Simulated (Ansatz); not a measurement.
Pulling on the Te1–H2 bond in hydrogen telluride (SMILES [TeH2]) (multiplicity 1 held, fragments rigid). Energies count from the point at 1.661 Å.
Geometry at that point (charge 0, multiplicity 1):
```xyz
3

Te     0.0001     0.0433     0.0016
H     -1.1804    -1.1248    -0.0390
H      1.1777    -1.1274    -0.0467
```

U- levels take the lowest unrestricted solution at each point, which mixes spins at long bonds. Active spaces are followed from a long bond inwards. Levels need not reach the same state.

Cores are frozen in the correlated methods. Filled d and f shells under p-block atoms count as core.

Programs: Ansatz (Gaussian basis) for Hartree–Fock, density functionals and correlated methods. Each number belongs to the level named beside it. In def2 rows elements past Kr take small-core potentials, without spin–orbit coupling.

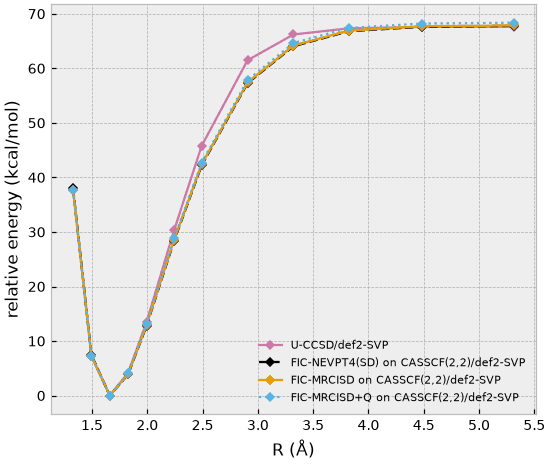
Fig. 1. Relative energy along the coordinate

Doubts at one or more of the structures used: a spin-contaminated determinant (U-CCSD/def2-SVP); T1 above 0.05 (U-CCSD/def2-SVP).

Ansatz is a program for electronic structure.
